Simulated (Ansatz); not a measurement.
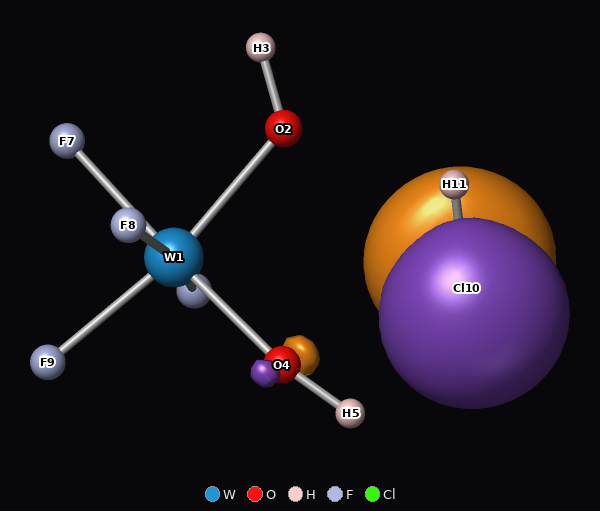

F4H2O2W···HCl. The HOMO−1 at ±0.15 Å⁻³ᐟ² (orange and purple are the two phases), seen at a tilt.

Core potentials replace the inner electrons of W; not at a stationary point (largest force 1.5 eV/Å).

All numbers below come from RHF/def2-SVP (Ansatz 0.2.0).

```yaml
atoms:
  - { symbol: W, position_ang: [-0.0959, -0.1943, -0.0662] }
  - { symbol: O, position_ang: [-0.1316, -0.0379, 1.8314] }
  - { symbol: H, position_ang: [-0.9254, -0.1004, 2.3482] }
  - { symbol: O, position_ang: [1.6890, -0.3500, -0.1388] }
  - { symbol: H, position_ang: [2.6223, -0.2176, -0.0483] }
  - { symbol: F, position_ang: [-0.0703, 1.6130, -0.3921] }
  - { symbol: F, position_ang: [-1.9409, -0.0239, 0.0917] }
  - { symbol: F, position_ang: [-0.3284, -2.0218, 0.0623] }
  - { symbol: F, position_ang: [-0.3640, -0.4292, -1.8763] }
  - { symbol: Cl, position_ang: [2.2126, 2.0067, 1.6422] }
  - { symbol: H, position_ang: [1.4772, 1.3211, 2.4976] }
```

### Describe this orbital and give its energy.

Its weight (Hirshfeld) is mainly on Cl10 (about 95 %); largely a lone pair of Cl10. Its energy is −12.99 eV.
